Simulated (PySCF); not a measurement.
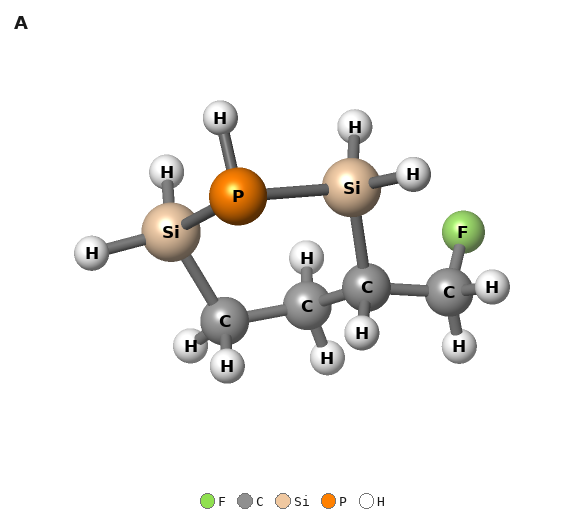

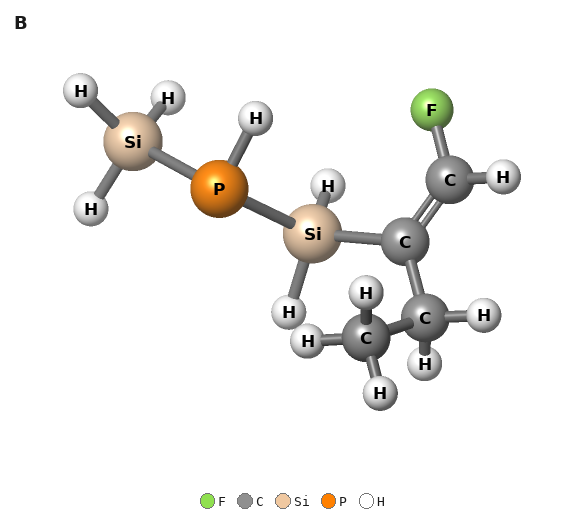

2 stationary structures of one formula. Geometries: GFN2-xTB. Electronic energies: PBE0/pcSseg-1 (PySCF 2.14.0), without zero-point energy. No frequency run is at hand to confirm each as a minimum. Each is one conformer, not always the lowest.

Question: How are they related?

Answer: They are constitutional isomers of C4H12FPSi2: A `FC[C@@H]1CC[SiH2]P[SiH2]1`, B `CC/C(=C/F)[SiH2]P[SiH3]`.

Question: Which is lowest in energy, and by how much?

Answer: A is lowest; B lies 23.9 kcal/mol above it.

The geometry is semi-empirical. Around P, Si such bond lengths and angles can be off by a tenth of an ångström or more and by several degrees, and values that hang on the shape move with them.
